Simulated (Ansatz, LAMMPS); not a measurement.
**Glassy 70SiO2-25ZnO-5Cr2O3 (mol %) (57 atoms): geometry optimisation**

Wanted: the relaxed structure of glassy 70SiO2-25ZnO-5Cr2O3 (mol %) (57 atoms) and its electronic structure.

Calculated with Ansatz 0.2.0; Kohn-Sham DFT, PBE, PAW (set soft_2), plane waves.

## 1. The starting structure

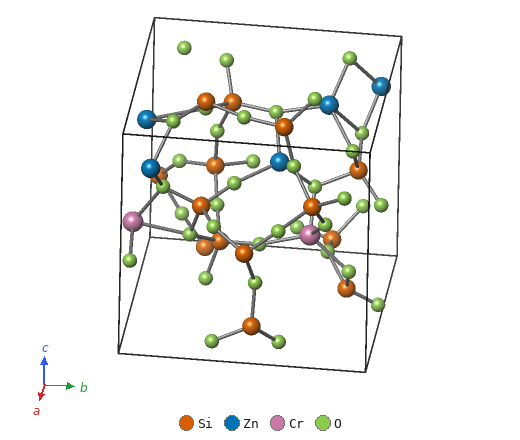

Start, viewed slightly off an axis; silicon orange, zinc blue, chromium pink, oxygen green. Bonds to atoms that aren't drawn are left out.

The cell holds 57 atoms: 14 Si, 5 Zn, 2 Cr and 36 O. Its edges and angles: a = 9.142 Å, b = 9.142 Å, c = 9.142 Å, α = 90.0°, β = 90.0°, γ = 90.0°. 57 atoms (14 Si, 5 Zn, 2 Cr, 36 O) placed at random at 2.87 g/cm³, melted at 4000 K for 10 ps at fixed volume with the Morse and Coulomb pair potential with partial charges (Pedone, Malavasi, Menziani, Cormack and Segre, J. Phys. Chem. B 110, 11780 (2006)). Quenched from 4000 K to 300 K at 10 K/ps and fixed volume, held 10 ps at zero pressure.

Before any run, some limits are plain. The quench rate of 10 K/ps is many orders above laboratory rates, so the cell is likely richer in defects and strain than a real sample. The network of bonds at the start is that of the classical potential that made the cell. Without a Hubbard term or exact exchange, open shells on Cr are likely too delocalised.

## 2. Making the structure

A classical potential makes the cell, at a small fraction of what the same run would cost in DFT.

This step: classical MD, Morse and Coulomb pair potential with partial charges (Pedone, Malavasi, Menziani, Cormack and Segre, J. Phys. Chem. B 110, 11780 (2006)) (LAMMPS 22 Jul 2025 - Update 4).

The input, in.lmp:

```
# melt-quench of Si14Zn5Cr2O36
units metal
atom_style charge
boundary p p p
region box block 0 9.3262 0 9.3262 0 9.3262
create_box 4 box
mass 1 28.0850   # Si
mass 2 65.3800   # Zn
mass 3 51.9961   # Cr
mass 4 15.9990   # O
create_atoms 1 random 14 100767 NULL overlap 1.5 maxtry 2000
create_atoms 2 random 5 100774 NULL overlap 1.5 maxtry 2000
create_atoms 3 random 2 100781 NULL overlap 1.5 maxtry 2000
create_atoms 4 random 36 100788 NULL overlap 1.5 maxtry 2000
pair_style hybrid/overlay pedone 5.5 coul/long 8.0
pair_coeff * * coul/long
pair_coeff 1 4 pedone 0.340554 2.006700 2.100000 1   # Si-O
pair_coeff 2 4 pedone 0.001221 3.150679 2.851850 1   # Zn-O
pair_coeff 3 4 pedone 0.399561 1.785079 2.340810 1   # Cr-O
pair_coeff 4 4 pedone 0.042395 1.379316 3.618701 22   # O-O
set type 1 charge 2.4
set type 2 charge 1.2
set type 3 charge 1.8
set type 4 charge -1.2
kspace_style pppm 1.0e-4
neigh_modify delay 0 every 1 check yes
thermo_style custom step time temp pe press density
thermo_modify norm yes
timestep 0.002
thermo 100
min_style cg
minimize 1e-4 1e-4 200 2000
reset_timestep 0
velocity all create 4000 100768 mom yes dist gaussian
# [... 11 lines left out ...]
fix md all nvt temp 4000 300 0.2
run 185000 post no
unfix md
thermo 1666
fix md all npt temp 300 300 0.2 iso 0 0 2
run 5000 post no
unfix md
write_dump all custom glass.dump id type xs ys zs modify sort id
```

The run is started by

```sh
$ lmp -in in.lmp -log none -nocite
```

Numbers of over 12 decimals in the logs are rounded to 6 here.

What it wrote:

```text
LAMMPS (22 Jul 2025 - Update 4)
Created orthogonal box = (0 0 0) to (9.3262 9.3262 9.3262)
Created 14 atoms
Created 5 atoms
Created 2 atoms
Created 36 atoms
PPPM initialization ...
  G vector (1/distance) = 0.37979374
  grid = 10 10 10
  estimated relative force accuracy = 6.6079792e-05
   Step          Time           Temp          PotEng         Press         Density
         0   0              0             -3.5438474      538152.18      2.866007
        83   0.166          0             -15.444023     -23340.049      2.866007
Loop time of 0.0201163 s on 1 MPI rank(s) for 83 steps with 57 atoms
Minimization stats:
  Stopping criterion = energy tolerance
  Energy initial, next-to-last, final =
     -3.54384738606432  -15.4428247447195  -15.4440233909501
  Force two-norm initial, final = 240.30435 1.8400966
  Iterations, force evaluations = 83 119
   Step          Time           Temp          PotEng         Press         Density
         0   0              4000          -15.444023      14785.629      2.866007
       500   1              1837.5676     -15.26724       8592.0263      2.866007
      1000   2              1800.7635     -15.228698     -13715.044      2.866007
Loop time of 0.129622 s on 1 MPI rank(s) for 1000 steps with 57 atoms
   Step          Time           Temp          PotEng         Press         Density
      1000   2              1800.7635     -15.228698     -13715.044      2.866007
      1666   3.332          4481.8758     -14.884224      46398.21       2.866007
      2499   4.998          4598.7647     -14.98155      -608.68083      2.866007
      3332   6.664          4477.7387     -14.944036      20756.243      2.866007
      4165   8.33           4257.2981     -14.776129      10512.637      2.866007
      4998   9.996          3488.7297     -14.799224      24013.773      2.866007
      5831   11.662         3748.9967     -14.974182      62883.975      2.866007
[... 1 line left out ...]
Loop time of 0.698447 s on 1 MPI rank(s) for 5000 steps with 57 atoms
   Step          Time           Temp          PotEng         Press         Density
[... 12 lines left out ...]
Loop time of 23.7734 s on 1 MPI rank(s) for 185000 steps with 57 atoms
   Step          Time           Temp          PotEng         Press         Density
[... 1 line left out ...]
    191590   383.18         296.19939     -15.581598     -3615.768       3.0119629
    193256   386.512        317.46816     -15.600009      1061.5092      3.0279656
    194922   389.844        320.77074     -15.590377      3835.6437      3.0749295
    196000   392            334.87383     -15.595194     -16057.075      3.0426974
Loop time of 0.904328 s on 1 MPI rank(s) for 5000 steps with 57 atoms
```

Run time: 26 s. Hardware: 1 thread of AMD EPYC 9R45, shared host; peak memory 0.069 GiB.

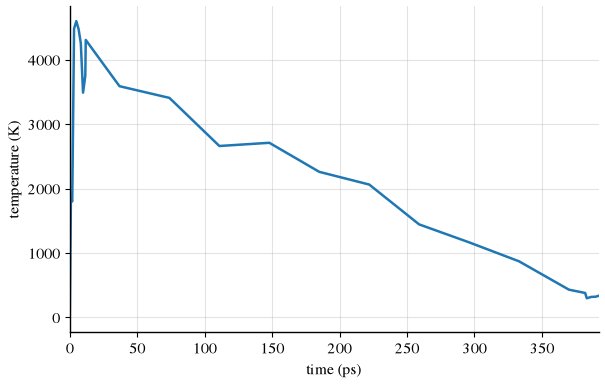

Temperature against time.

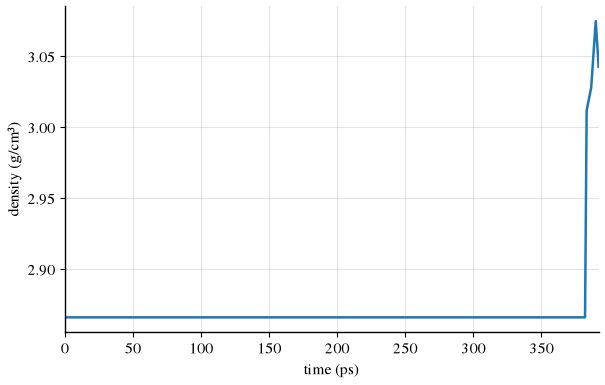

Density, plotted against time.

## 3. Single point at the start

A single point comes first, to see the forces before anything moves.

The input, input.yaml:

```yaml
crystal:
  lattice:
    - [9.14206, 0.0, 0.0]
    - [0.0, 9.14206, 0.0]
    - [0.0, 0.0, 9.14206]
  atoms:
    - { symbol: Si, position: [0.94948, 0.52937, 0.14296] }
    - { symbol: Si, position: [0.59006, 0.28485, 0.95429] }
    - { symbol: Si, position: [0.07348, 0.2318, 0.0145] }
    - { symbol: Si, position: [0.8233, 0.75041, 0.63847] }
    - { symbol: Si, position: [0.7072, 0.61659, 0.92912] }
    - { symbol: Si, position: [0.70517, 0.28721, 0.54074] }
    - { symbol: Si, position: [0.51849, 0.34421, 0.28657] }
    - { symbol: Si, position: [0.05215, 0.03619, 0.31215] }
    - { symbol: Si, position: [0.3097, 0.35994, 0.80896] }
    - { symbol: Si, position: [0.19536, 0.75924, 0.15871] }
    - { symbol: Si, position: [0.50954, 0.85864, 0.11005] }
    - { symbol: Si, position: [0.9626, 0.49511, 0.47774] }
    - { symbol: Si, position: [0.37888, 0.88184, 0.58104] }
    - { symbol: Si, position: [0.22765, 0.28493, 0.47109] }
    - { symbol: Zn, position: [0.08477, 0.93175, 0.81147] }
    - { symbol: Zn, position: [0.50917, 0.57808, 0.66154] }
    - { symbol: Zn, position: [0.84439, 0.09685, 0.76879] }
    - { symbol: Zn, position: [0.33095, 0.75223, 0.84138] }
    - { symbol: Zn, position: [0.54271, 0.0414, 0.82713] }
    - { symbol: Cr, position: [0.56603, 0.71319, 0.37072], spin: -3.0 }
    - { symbol: Cr, position: [0.66892, 0.009, 0.42548], spin: -3.0 }
    - { symbol: O, position: [0.33456, 0.5391, 0.79318] }
    - { symbol: O, position: [0.88531, 0.88707, 0.72148] }
    - { symbol: O, position: [0.61059, 0.40814, 0.60443] }
    - { symbol: O, position: [0.20744, 0.31972, 0.94292] }
    - { symbol: O, position: [0.08422, 0.13708, 0.16424] }
    - { symbol: O, position: [0.37115, 0.31236, 0.3707] }
    - { symbol: O, position: [0.12394, 0.42477, 0.4474] }
    - { symbol: O, position: [0.2298, 0.87496, 0.6704] }
    - { symbol: O, position: [0.65877, 0.44832, 0.93357] }
    - { symbol: O, position: [0.88963, 0.0257, 0.36692] }
    - { symbol: O, position: [0.86647, 0.35847, 0.53728] }
    - { symbol: O, position: [0.1115, 0.60679, 0.1567] }
    - { symbol: O, position: [0.7167, 0.79165, 0.50441] }
    - { symbol: O, position: [0.11623, 0.87266, 0.2784] }
    - { symbol: O, position: [0.69768, 0.16682, 0.91156] }
    - { symbol: O, position: [0.45043, 0.26734, 0.84894] }
    - { symbol: O, position: [0.89052, 0.53349, 0.31055] }
    - { symbol: O, position: [0.56357, 0.50929, 0.31057] }
    - { symbol: O, position: [0.70628, 0.1318, 0.61565] }
    - { symbol: O, position: [0.85352, 0.6294, 0.02906] }
    - { symbol: O, position: [0.5741, 0.72261, 0.99535] }
    - { symbol: O, position: [0.15007, 0.13124, 0.438] }
    - { symbol: O, position: [0.37246, 0.76349, 0.19691] }
    - { symbol: O, position: [0.7236, 0.66092, 0.76292] }
    - { symbol: O, position: [0.96664, 0.37267, 0.07049] }
    - { symbol: O, position: [0.53554, 0.292, 0.12186] }
    - { symbol: O, position: [0.18323, 0.8139, 0.98148] }
    - { symbol: O, position: [0.26101, 0.29413, 0.64723] }
    - { symbol: O, position: [0.9431, 0.62898, 0.58032] }
    - { symbol: O, position: [0.61118, 0.87824, 0.24164] }
    - { symbol: O, position: [0.41755, 0.71156, 0.51204] }
    - { symbol: O, position: [0.48512, 0.86993, 0.72328] }
    - { symbol: O, position: [0.64707, 0.23654, 0.37593] }
    - { symbol: O, position: [0.45545, 0.98531, 0.47182] }
    - { symbol: O, position: [0.4666, 0.98226, 0.02369] }
    - { symbol: O, position: [0.01587, 0.12497, 0.88087] }
magnetization:
  spin_polarized: true
kpoints:
  mp_grid: { grid: [2, 2, 2] }
hamiltonian:
  xc: pbe
scf:
  occupations: { method: fermi_dirac, width: 0.025 }
output:
  forces: true
  stress: true
  populations: intrinsic
  dos:
    method: { smearing: { sigma: 0.15 } }
    de: 0.1
    projected: { site_lists: { Cr: [Cr], O: [O], Si: [Si], Zn: [Zn] } }
  eigenvalues: true
```

The run is started by

```sh
$ ansatz run input.yaml --threads 8 --pin off --max-ram 15872MiB --backend cpu --events-out ev --progress --plain --runs-dir out
```

What it wrote:

```text
Engine: ansatz 0.2.0, x86_64-unknown-linux-gnu
Pseudopotentials: kind: paw
Pseudopotential: Si, paw, valence charge 4, recommended cutoff 420 eV (normal), Si.paw.azcp
Pseudopotential: Zn, paw, valence charge 12, recommended cutoff 420 eV (normal), Zn.paw.azcp
Pseudopotential: Cr, paw, valence charge 14, recommended cutoff 420 eV (normal), Cr.paw.azcp
Pseudopotential: O, paw, valence charge 6, recommended cutoff 420 eV (normal), O.paw.azcp
Functional definition: PBE
  parameter kappa = 0.804
  parameter beta = 0.066725
  exchange = pbe_x(kappa = kappa, mu = beta*pi^2/3)
  correlation = pbe_c(beta = beta)
Crystal: 57 atoms, lattice volume = 764.068 Å³
Basis set: ecut = 420 eV, 14939 PW (Γ), exchange–correlation on 128×128×128 points (8 copies of the dense FFT grid, shifted against one another)
Bands: 240, of which v1, the nominal top of the filled ones, is band 180 counted from 1 (179 counted from 0)
Symmetry: 1 space group operations
Space group: P1 (ITA 1), of the structure as read, at distance tolerance 9.1e-5 Å
Magnetic group: BNS 1.1 (UNI 1), of the structure as read, at distance tolerance 9.1e-5 Å
k-points: 8
Non-local potential: Si, projectors of the file, l = 0: 2, l = 1: 2, l = 2: 2
Non-local potential: Zn, projectors of the file, l = 0: 2, l = 1: 2, l = 2: 3, l = 3: 1
Non-local potential: Cr, projectors of the file, l = 0: 3, l = 1: 2, l = 2: 3, l = 3: 1
Non-local potential: O, projectors of the file, l = 0: 2, l = 1: 2, l = 2: 1
PAW form: soft (Blöchl's): semilocal exchange-correlation on the pseudo side does not see the compensation charge
PAW one-centre angular grid: Si, 110 points (default); XC on 64 Gauss nodes
PAW one-centre angular grid: Zn, 590 points (default); XC on 64 Gauss nodes
PAW one-centre angular grid: Cr, 590 points (default); XC on 64 Gauss nodes
PAW one-centre angular grid: O, 110 points (default); XC on 64 Gauss nodes
Initial density: superposition of atomic densities (chi_scale 0.1, normalization cell, long waves 30 % of neutral atoms (reshape's long-wave potential 1.30 eV rms, cloud 2.05 Å wide))
Starting moments: Σ|m| = 6 μB on 2 of 57 sites
Initial wavefunctions: pseudopotential atomic-orbital guess
Functional: x = pbe(κ = 0.804, μ = 0.219515), c = pbe(β = 0.066725)
SCF iter   1: F=—  HF=-52748.909193 eV  |F-HF|=—  |Δ(HF+E_count)|=         —  Δρ=6.29e-2 (↑5.58e-2 ↓6.29e-2)  dr2=9.72e1  dr2_m=1.90e0  M=-6.406 μB ∫|m|=7.040 μB  β_m=0.30  ethr=3.10e-3  ⟨swp⟩=6.3  Hψ=16600  notcnv=0  defer=250
Mixer restart at iter 1: flushing history
preconditioner: auto → Kerker (q_TF=auto, 2.407 Å⁻¹)  [metal: Δε(μ)=0.050 eV  Ē_g=15.919 eV  σ=0.025 eV  W_gap=0.41  n_scr=178 (ndim 8)  ℏωp=24.9 eV  f_vac=0.101  D(μ)=18.33/eV (n_scr^D=122)]
spin=Collinear: Kerker preconditioning applied to the charge; magnetization (m = ρ↑ − ρ↓) channel mixes plain (no charge-response kernel on spin).
SCF iter   2: F=—  HF=-52730.565257 eV  |F-HF|=—  |Δ(HF+E_count)|=    1.83e1  Δρ=3.51e-2 (↑3.26e-2 ↓3.51e-2)  dr2=3.81e1  dr2_m=4.17e-1  M=-6.001 μB ∫|m|=6.580 μB  β_m=0.47  ethr=3.10e-3  ⟨swp⟩=2.5  Hψ=7327  notcnv=0  defer=797
preconditioner: auto → Resta (q_TF=auto, 2.407 Å⁻¹)  ε∞=3.6  [insulator: Δε(μ)=0.291 eV  Ē_g=15.359 eV  σ=0.025 eV  W_gap=0.99  n_scr=178 (ndim 8)  ℏωp=24.9 eV  f_vac=0.100  D(μ)=0.13/eV (n_scr^D=0)  ε∞_Penn≈3.6]
spin=Collinear: Resta preconditioning applied to the charge; magnetization (m = ρ↑ − ρ↓) channel mixes plain (no charge-response kernel on spin).
SCF iter   3: F=—  HF=-52720.881843 eV  |F-HF|=—  |Δ(HF+E_count)|=    9.68e0  Δρ=1.33e-2 (↑1.22e-2 ↓1.33e-2)  dr2=6.60e0  dr2_m=6.79e-2  M=-6.000 μB ∫|m|=6.462 μB  β_m=0.58  ethr=3.10e-3  ⟨swp⟩=2.5  Hψ=6628  notcnv=0  defer=797
[...]
SCF iter  20: F=—  HF=-52719.604929 eV  |F-HF|=—  |Δ(HF+E_count)|=   5.21e-6  Δρ=1.20e-5 (↑1.20e-5 ↓1.03e-5)  dr2=2.12e-6  dr2_m=3.63e-7  M=0.000 μB ∫|m|=6.246 μB  β_m=0.79  ethr=3.86e-9  ⟨swp⟩=2.0  Hψ=6680  notcnv=0  defer=816
SCF iter  21: F=—  HF=-52719.604930 eV  |F-HF|=—  |Δ(HF+E_count)|=   1.18e-6  Δρ=6.53e-6 (↑5.08e-6 ↓6.53e-6)  dr2=7.80e-7  dr2_m=2.08e-8  M=0.000 μB ∫|m|=6.246 μB  β_m=0.64  ethr=5.88e-10  ⟨swp⟩=2.0  Hψ=6720  notcnv=0  defer=816
SCF iter  22: F=—  HF=-52719.604930 eV  |F-HF|=—  |Δ(HF+E_count)|=   1.59e-7  Δρ=1.59e-6 (↑1.59e-6 ↓1.36e-6)  dr2=2.82e-8  dr2_m=9.38e-9  M=0.000 μB ∫|m|=6.246 μB  β_m=0.76  ethr=2.17e-10  ⟨swp⟩=2.0  Hψ=6712  notcnv=0  defer=816
SCF iter  23: F=-52719.604930 eV  HF=-52719.604930 eV  |F-HF|=5.11e-8  |Δ(HF+E_count)|=   3.54e-8  Δρ=1.41e-6 (↑1.41e-6 ↓1.25e-6)  dr2=6.59e-8  dr2_m=6.50e-10  M=0.000 μB ∫|m|=6.246 μB  ethr=7.83e-12  ⟨swp⟩=12.9  Hψ=22244  notcnv=0
SCF 1 converged in 23 iterations: F = -52719.604930 eV  dr2 = 6.59e-8
[...]
WARN: the starting moments were not kept: 1 of 2 ended reversed and 1 kept their direction, counting a site from 0.1 μB. The largest reversed, site 20 (counted from 0, in the order of the report's site_moments_mub), started with -3.0 μB and closes at +2.4e0 μB in its sphere. [...]
SCF converged after 23 iterations
Magnetization: 0.0000 μB (180.0000 up, 180.0000 down)
Absolute magnetization: 6.2632 μB (∫|ρ↑−ρ↓|, with the PAW one-centre terms)
Spin contamination: 2.9714 ħ² per cell (⟨S²⟩ above its minimum at these occupations)
Per-site moments (μB) at R_I (Å): [(-1.5503937031911275e-5, 0.654275), (-1.1481480551489448e-6, 0.623533), (2.635763164499046e-5, 0.661814), (-0.000507898, 0.646739), (-5.5362730202011374e-5, [...]
Free energy (F): -52719.604930 eV
Harris-Foulkes:  -52719.604930 eV  (|F-HF|=5.11e-8)
Internal energy: -52719.604930 eV  (E = F + TS)
E sigma→0 (E₀):  -52719.604930 eV
Entropy (-TS):   -0.000000 eV (-0.000 meV/atom)
Fermi energy:    5.211800 eV
--- Per-component energies (eV) ---
  E_band       = -1834.033830
  E_kinetic    = 8367.373337
  E_local      = -36642.906868  (includes V_loc(G=0)·N_el)
  E_nonlocal   = 5336.255903
  E_hartree    = 14821.575047
  E_xc         = -4403.560907
  E_vxc        = -4673.227828  (∫ρ·V_xc dr)
  E_paw        = -24459.755002  (= ΣΔE_a)
  E_vpaw       = -3864.776741  (= ΣTr[D̂ρ^β])
  E_aug_tail   = 0.090691  (compensation charges beyond the density's cutoff)
  E_ewald      = -15738.677131
  E_smearing   = -0.000000  (= −TS)
  E_closure    = -0.000000  (closes the sum)
  Σ components = -52719.604930   (vs F -52719.604930, Δ=0.00e0)
--- Forces (eV/Å), atoms counted from 1 ---
  atom   1  Si     0.84481331     1.05151342     0.41845968
  atom   2  Si    -0.88341875     4.96281039     2.53280902
  atom   3  Si    -1.91090818     0.53967175     1.29164196
  atom   4  Si    -0.21614617    -1.44720240    -0.18849506
  atom   5  Si    -1.06512925     0.00086254     3.09197368
  atom   6  Si     0.98158801     1.81470842    -1.71630559
  atom   7  Si     1.48836365    -0.34330230     1.00163997
  atom   8  Si     0.49026753     1.13225536     0.12078344
  atom   9  Si    -1.32835191     1.59134784    -2.64216059
  atom  10  Si    -0.37184502     2.31375809    -0.99648894
  atom  11  Si    -0.43643709    -8.10169397     0.82507996
  atom  12  Si    -0.37633021    -2.88732072    -3.55116413
  atom  13  Si     0.51450306    -2.01267878     0.42640603
  atom  14  Si     0.32957854     0.04152746     0.67936409
[...]
atom  56  O     -2.37788877     6.99356296    -5.11703041
  atom  57  O      0.15171026     0.00161674     0.10911702
  max |Σ_I F_I| component: 5.90e-5 eV/Å
--- Stress (GPa, compression-positive) ---
        5.528170      -0.854436       1.367949
       -0.854437       3.654352      -2.554791
        1.367950      -2.554791       3.262003
  P = ⅓ Tr σ = 4.1482 GPa (41.482 kbar)
--- Band table (eV; the first three rows and the last of 16) ---
  k-point 0 ↑: bands = ["-68.7095", "-65.5349", "-40.1106", "-40.0381", [... 224 levels ...], "13.5618", "13.6015", "13.7304", "13.7773", "13.8552", "13.9338", "14.0204", "14.0605", "14.1857", "14.2585", "14.2993", "14.3933"]
[...]
--- intrinsic populations: 57 sites ---
  site symbol       q [e]    m [muB]
     0     Si      2.2294    -0.0001
     1     Si      2.2662    -0.0000
     2     Si      2.2476     0.0000
[...]
56      O      7.1216     0.0003
  spilling = -0.000000 (of n_electrons = 360.000000)
```

Run time: 32 s. Hardware: 8 threads of AMD EPYC 9R45, shared host; peak memory 7.9 GiB.

The column dr2 measures how far the density is from self-consistency, as an energy; F and HF (Harris–Foulkes) agree once it is small.

The program notes that starting moments were not kept and the stability of the SCF solution was not settled.

Numbers from this run:

```
free energy                                      : -52719.6049 eV
free energy per atom                             : -924.9053 eV/atom
SCF cycles                                       : 23
pressure                                         : 4.148 GPa
r.m.s. force component                           : 1.559 eV/Å
longest force                                    : 8.986 eV/Å
Fermi energy                                     : 5.212 eV
gap (highest filled to lowest empty level) : 0.8021 eV
absolute moment                                  : 6.263 μB
```

The r.m.s. force component of 1.6 eV/Å and the pressure of 4.1 GPa set the starting point.

Neighbours are counted within 2.12 Å (O-Si), 2.43 Å (O-Zn), 2.40 Å (O-Cr).

Length of the force by element and coordination:

```
element  coordination  atoms  mean length of the force (eV/Å)  spread  least  most
     Cr           all      2                             1.32  0.0928   1.23  1.42
     Cr             4      1                             1.42       0   1.42  1.42
     Cr             6      1                             1.23       0   1.23  1.23
      O           all     36                             1.92    1.68  0.187  8.99
      O             2     22                             1.84    1.81  0.394  8.99
      O             3     14                             2.04    1.45  0.187  5.62
     Si           all     14                             2.96    1.93  0.756  8.16
     Zn           all      5                            0.769   0.348  0.272  1.34
```

[end of part 1 of 3]

[Logs are printed without paths, hosts, clocks, repeated set-up lines and the standing remarks that a program may print on its own settings, such as how far it seeks lower states.]

[Hosts, paths, dates, database ids (printed as entryN), source tags and the programs' standing remarks are cut or masked in the printed files.]
